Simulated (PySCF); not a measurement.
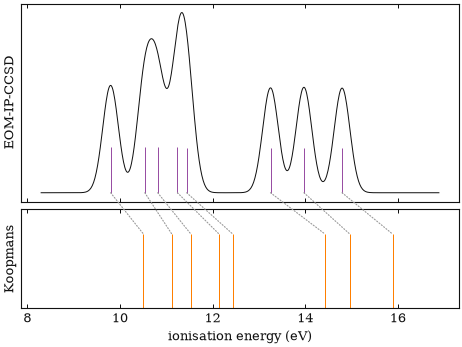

Valence photoelectron lines of B₂P₂H₈, SMILES [BH2-]1[PH2+][BH2-][PH2+]1: vertical EOM-IP-CCSD/aug-cc-pVDZ (frozen core, PySCF, at a PBE0-D3(BJ)/def2-SVP geometry (no frequency check); 8 lines, one for each of the 8 highest orbitals, so a line of a deeper orbital can be missing among them) above, Hartree-Fock orbital energies with the sign turned below, non-relativistic; dotted lines join each line to its leading orbital. Stick heights are one-hole weights (summed over degenerate lines), not cross-sections; Gaussian width 0.40 eV.

Q: Do correlation and relaxation change the order of the lines?

A: Not among these holes, which come in the order of the orbitals, HOMO, HOMO−1, HOMO−2, HOMO−3, HOMO−4, HOMO−5, HOMO−6, HOMO−7.

Q: List the lines.

A:
```
  hole  EOM-IP-CCSD (eV)  Koopmans (eV)  one-hole weight
  HOMO              9.80          10.51             0.96
HOMO-1             10.54          11.12             0.96
HOMO-2             10.82          11.53             0.96
HOMO-3             11.24          12.14             0.95
HOMO-4             11.44          12.44             0.94
HOMO-5             13.25          14.43             0.93
HOMO-6             13.97          14.96             0.94
HOMO-7             14.80          15.89             0.93
```

Known limits of this run: small basis, so the lines can lie some tenths of an eV too low; one conformer of a flexible molecule.
